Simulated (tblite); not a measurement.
## Geometry relaxation of C₅H₉NO₂Si (part 1 of 2)

- system: C₅H₉NO₂Si
- method: GFN2-xTB geometry optimisation, gas phase (tblite 0.8.0)

It belongs to a series of runs on one base structure; here: H on Si replaced by COOCH3.

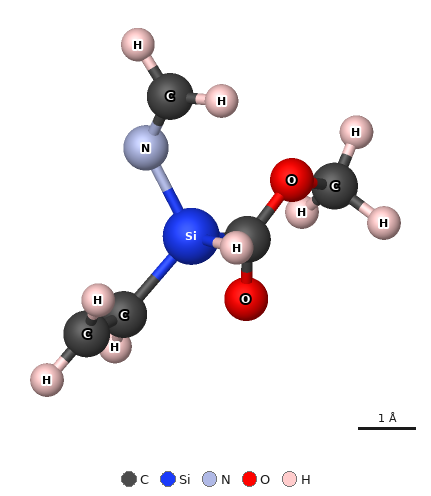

*The structure as given in the input (ball-and-stick view, seen at a tilt).*

Bond lengths as drawn: C–C 1.34 Å, C–H 1.09 to 1.12 Å, C–N 1.27 Å, C–O 1.26 to 1.42 Å, C–Si 1.82 to 1.84 Å, H–Si 1.48 Å and N–Si 1.79 Å.

Input file:
```
{"job": {"kind": "relax", "xc": "GFN2-xTB", "basis": "xTB"}, "charge": 0, "multiplicity": 1}
C     -2.782300    -1.893900    -0.465200
C     -1.480300    -1.689500    -0.693900
Si    -0.685600    -0.136900    -0.093500
N     -1.240000     1.299200    -1.000700
C     -1.502800     2.414800    -0.460300
C      1.118000    -0.349100    -0.194800
O      1.562300    -1.523400    -0.331800
O      2.035100     0.704600    -0.119500
C      3.429300     0.470300    -0.201900
H     -3.281000    -2.801200    -0.794400
H     -3.307200    -1.092500     0.055800
H     -0.901000    -2.460300    -1.201400
H     -1.153800     0.057600     1.295300
H     -1.824900     3.221100    -1.121700
H     -1.413500     2.613100     0.617300
H      3.668600    -0.241800    -1.001100
H      3.752700     0.025000     0.778800
H      3.997700     1.389200    -0.343600
```

The first line tells a small driver script what to run in tblite; the rest is the geometry in Å.

Run on 1 CPU thread, shared host.

Run as:
```bash
OMP_NUM_THREADS=1 python <driver script> task.json out
```

What the program printed:
```
step      E/eV     max force
  0    -761.44119    5.846
  1    -761.69237    4.784
  2    -761.82799    1.120
  3    -761.85494    0.476
  4    -761.89093    0.666
  5    -761.91929    0.870
  6    -761.94250    0.407
  7    -761.95566    0.280
  8    -761.96854    0.550
  9    -761.98442    0.638
 10    -762.00270    0.426
 11    -762.01820    0.246
 12    -762.02850    0.297
 13    -762.03803    0.337
 14    -762.04865    0.259
 15    -762.05686    0.193
 16    -762.06153    0.147
 17    -762.06548    0.155
 18    -762.06996    0.181
 19    -762.07452    0.185
 20    -762.07872    0.123
 21    -762.08264    0.148
 22    -762.08698    0.148
 23    -762.09179    0.179
 24    -762.09531    0.136
 25    -762.09725    0.107
 26    -762.09878    0.118
 27    -762.10027    0.119
 28    -762.10199    0.123
 29    -762.10370    0.115
 30    -762.10507    0.088
 31    -762.10625    0.077
 32    -762.10755    0.083
 33    -762.10907    0.112
 34    -762.11056    0.124
 35    -762.11190    0.121
 36    -762.11314    0.087
 37    -762.11428    0.071
 38    -762.11523    0.099
 39    -762.11594    0.064
 40    -762.11648    0.051
 41    -762.11709    0.061
 42    -762.11787    0.062
 43    -762.11867    0.078
 44    -762.11931    0.076
 45    -762.11982    0.059
 46    -762.12027    0.048
 47    -762.12069    0.039
 48    -762.12101    0.041
 49    -762.12119    0.032
 50    -762.12133    0.024
 51    -762.12149    0.029
 52    -762.12169    0.038
 53    -762.12192    0.037
 54    -762.12215    0.034
 55    -762.12237    0.035
 56    -762.12255    0.027
 57    -762.12267    0.021
 58    -762.12275    0.024
 59    -762.12281    0.022
 60    -762.12287    0.021
 61    -762.12292    0.017
 62    -762.12297    0.020
 63    -762.12302    0.022
 64    -762.12311    0.031
 65    -762.12321    0.031
 66    -762.12329    0.021
 67    -762.12334    0.017
 68    -762.12339    0.017
 69    -762.12345    0.023
 70    -762.12353    0.026
 71    -762.12361    0.022
 72    -762.12367    0.019
 73    -762.12373    0.022
 74    -762.12380    0.027
 75    -762.12387    0.022
 76    -762.12394    0.019
 77    -762.12401    0.023
 78    -762.12409    0.027
 79    -762.12420    0.033
 80    -762.12433    0.029
 81    -762.12443    0.020
 82    -762.12448    0.016
 83    -762.12451    0.015
 84    -762.12455    0.015
 85    -762.12460    0.020
 86    -762.12467    0.021
 87    -762.12473    0.023
 88    -762.12479    0.020
 89    -762.12483    0.013
 90    -762.12487    0.014
 91    -762.12489    0.013
 92    -762.12491    0.011
 93    -762.12492    0.006
```

Trajectory as extended XYZ (Å, eV, eV/Å), 12 of the 94 frames kept, from step=0 to step=93:
```
18
Properties=species:S:1:pos:R:3:forces:R:3 step=0 energy=-761.44119
C    -2.7823   -1.8939   -0.4652    0.7060   0.2510  -0.1060
C    -1.4803   -1.6895   -0.6939   -0.8300  -0.8160  -0.3850
Si   -0.6856   -0.1369   -0.0935   -1.9870   1.8020   0.1460
N    -1.2400    1.2992   -1.0007    0.2590   0.0990   0.9640
C    -1.5028    2.4148   -0.4603    0.2360  -0.8200  -0.6000
C     1.1180   -0.3491   -0.1948    5.2700  -2.4690  -0.5520
O     1.5623   -1.5234   -0.3318   -1.1540   3.1800   0.3860
O     2.0351    0.7046   -0.1195   -1.7290  -0.4980  -0.2410
C     3.4293    0.4703   -0.2019    0.2270  -1.1060   0.9360
H    -3.2810   -2.8012   -0.7944   -0.0860   0.3960   0.2500
H    -3.3072   -1.0925    0.0558   -0.2550  -0.6460  -0.2720
H    -0.9010   -2.4603   -1.2014   -0.1040   0.2400   0.1140
H    -1.1538    0.0576    1.2953    0.3110  -0.0400   0.1080
H    -1.8249    3.2211   -1.1217    0.0360  -0.0600   0.2770
H    -1.4135    2.6131    0.6173   -0.1290   0.0980  -0.3160
H     3.6686   -0.2418   -1.0011   -0.1240   0.0710   0.1210
H     3.7527    0.0250    0.7788   -0.1020   0.1820  -0.7450
H     3.9977    1.3892   -0.3436   -0.5450   0.1330  -0.0860
18
Properties=species:S:1:pos:R:3:forces:R:3 step=8 energy=-761.96854
C    -2.7753   -1.8916   -0.4831   -0.0810  -0.0390  -0.0130
C    -1.4917   -1.6566   -0.7202   -0.2970   0.0200   0.1640
Si   -0.6774   -0.0952   -0.0599    0.0120  -0.0360  -0.1000
N    -1.1911    1.2960   -0.9681    0.1520  -0.0210   0.1050
C    -1.4915    2.4115   -0.4851   -0.0310   0.1680   0.0840
C     1.2199   -0.3780   -0.2236   -0.0930  -0.5400   0.0460
O     1.6699   -1.4997   -0.3265   -0.1320   0.2250  -0.0100
O     1.9977    0.6942   -0.1414    0.1560   0.0070   0.0790
C     3.4055    0.4351   -0.1755   -0.0190   0.1570  -0.1030
H    -3.3088   -2.7854   -0.7662    0.1780  -0.1120  -0.1260
H    -3.3919   -1.1711    0.0270    0.0010   0.1260   0.0230
H    -0.8960   -2.4188   -1.2020    0.0300   0.0780  -0.0610
H    -1.0685    0.0509    1.3547    0.2380  -0.0250   0.0710
H    -1.8210    3.2275   -1.1245    0.0610  -0.1390  -0.1010
H    -1.4514    2.6496    0.5840   -0.0660   0.0190  -0.0730
H     3.6415   -0.2595   -0.9866   -0.0520   0.0570   0.0400
H     3.7483   -0.0040    0.7664   -0.1330   0.0710  -0.0540
H     3.8730    1.4014   -0.3458    0.0760  -0.0160   0.0300
18
Properties=species:S:1:pos:R:3:forces:R:3 step=17 energy=-762.06548
C    -2.8210   -1.8960   -0.4919   -0.0860   0.0280  -0.0140
C    -1.5472   -1.5990   -0.6906   -0.0110  -0.0810   0.0130
Si   -0.6424   -0.1044   -0.0018   -0.0660  -0.0180   0.0000
N    -1.0742    1.3081   -0.8944   -0.0370   0.0140   0.0840
C    -1.4669    2.4272   -0.4935   -0.0440   0.0140  -0.0280
C     1.2214   -0.4610   -0.2270   -0.0350  -0.0690  -0.0140
O     1.7023   -1.5626   -0.3494   -0.0570   0.1280  -0.0340
O     1.9528    0.6510   -0.1309    0.1350  -0.0250  -0.0210
C     3.3636    0.4594   -0.1789    0.0810   0.0090  -0.0360
H    -3.2649   -2.8219   -0.8269    0.0180   0.0490  -0.0660
H    -3.4884   -1.2158    0.0087   -0.0360   0.0230   0.0880
H    -0.9379   -2.3245   -1.2105    0.0960  -0.0400  -0.0290
H    -0.8281    0.0140    1.4494   -0.0280  -0.0300   0.1490
H    -1.7715    3.1753   -1.2209    0.0900   0.0030  -0.0180
H    -1.5471    2.7246    0.5580   -0.0170  -0.0390  -0.0980
H     3.6068   -0.2214   -0.9978    0.0520  -0.0140   0.0440
H     3.7049    0.0256    0.7641    0.0320  -0.0030  -0.0480
H     3.8290    1.4277   -0.3423   -0.0850   0.0480   0.0270
18
Properties=species:S:1:pos:R:3:forces:R:3 step=25 energy=-762.09725
C    -2.8446   -1.8900   -0.5032   -0.0080   0.0090   0.0340
C    -1.5625   -1.5960   -0.6488    0.0060  -0.0220   0.0000
Si   -0.6521   -0.1209    0.0853   -0.0110  -0.0390  -0.0240
N    -1.0667    1.2795   -0.8251    0.0280  -0.0360  -0.0280
C    -1.4619    2.4245   -0.5161   -0.0150  -0.0180   0.0180
C     1.2054   -0.4680   -0.2325    0.0150  -0.0470  -0.0240
O     1.6602   -1.5727   -0.4055    0.0570   0.0290  -0.0190
O     1.9582    0.6295   -0.1352    0.0110   0.0040   0.0430
C     3.3732    0.4697   -0.1906    0.0240   0.0090   0.0170
H    -3.2795   -2.7876   -0.9188   -0.0140   0.0610  -0.0060
H    -3.5169   -1.2492    0.0432   -0.0270   0.0090   0.0120
H    -0.9472   -2.2937   -1.2028    0.0560   0.0100  -0.0030
H    -0.7586   -0.0450    1.5525   -0.0800  -0.0220   0.0300
H    -1.6671    3.1530   -1.2959    0.0330  -0.0350  -0.0330
H    -1.6311    2.7612    0.5077   -0.0200   0.0520   0.0350
H     3.6624   -0.1993   -1.0028   -0.0800   0.0430  -0.0560
H     3.7389    0.0449    0.7459   -0.0250  -0.0050   0.0520
H     3.7812    1.4664   -0.3337    0.0500  -0.0020  -0.0470
18
Properties=species:S:1:pos:R:3:forces:R:3 step=34 energy=-762.11056
C    -2.8540   -1.8747   -0.5039    0.0090  -0.0110   0.0240
C    -1.5645   -1.6008   -0.6256    0.0010   0.0110  -0.0190
Si   -0.6425   -0.1488    0.1378   -0.0370  -0.0100  -0.0240
N    -1.0396    1.2547   -0.7692    0.0610  -0.0450  -0.0980
C    -1.4497    2.4091   -0.5265    0.0120  -0.0330   0.0110
C     1.2166   -0.4751   -0.2230   -0.0290   0.0090   0.0090
O     1.6880   -1.5604   -0.4627   -0.0140   0.0630   0.0160
O     1.9535    0.6327   -0.0959    0.0150   0.0000   0.0450
C     3.3676    0.4858   -0.1939    0.0190  -0.0010   0.0020
H    -3.3066   -2.7391   -0.9666    0.0120   0.0000   0.0020
H    -3.5251   -1.2544    0.0690    0.0390   0.0440  -0.0170
H    -0.9442   -2.2792   -1.1994   -0.0390  -0.0150  -0.0180
H    -0.7898   -0.0984    1.6001   -0.0010  -0.0200   0.0580
H    -1.5959    3.1062   -1.3474   -0.0030  -0.0160  -0.0210
H    -1.6832    2.7881    0.4690   -0.0110   0.0340   0.0610
H     3.6236   -0.1726   -1.0255   -0.0170  -0.0080  -0.0040
H     3.7517    0.0557    0.7334    0.0300  -0.0250  -0.0120
H     3.7853    1.4776   -0.3459   -0.0470   0.0250  -0.0140
18
Properties=species:S:1:pos:R:3:forces:R:3 step=42 energy=-762.11787
C    -2.8551   -1.8628   -0.5025    0.0060   0.0250  -0.0110
C    -1.5629   -1.6037   -0.6270    0.0030   0.0090  -0.0050
Si   -0.6421   -0.1635    0.1661   -0.0210  -0.0520  -0.0260
N    -1.0058    1.2378   -0.7571   -0.0090  -0.0560  -0.0170
C    -1.4330    2.3904   -0.5367   -0.0040  -0.0340  -0.0180
C     1.2173   -0.4639   -0.1977   -0.0190  -0.0330   0.0150
O     1.6930   -1.5344   -0.4889   -0.0060   0.0090   0.0140
O     1.9525    0.6405   -0.0376    0.0110  -0.0350   0.0250
C     3.3613    0.4957   -0.1934    0.0210   0.0100  -0.0080
H    -3.3205   -2.7140   -0.9778   -0.0050   0.0260   0.0350
H    -3.5090   -1.2288    0.0751   -0.0060  -0.0090  -0.0080
H    -0.9605   -2.2866   -1.2144    0.0170   0.0330   0.0130
H    -0.8130   -0.1386    1.6305    0.0060   0.0000  -0.0240
H    -1.5633    3.0696   -1.3739    0.0010   0.0460  -0.0190
H    -1.6994    2.7815    0.4465   -0.0010   0.0140   0.0380
H     3.5811   -0.1568   -1.0405   -0.0170   0.0050  -0.0060
H     3.7844    0.0536    0.7114    0.0250   0.0180  -0.0130
H     3.7660    1.4903   -0.3584   -0.0020   0.0250   0.0150
```
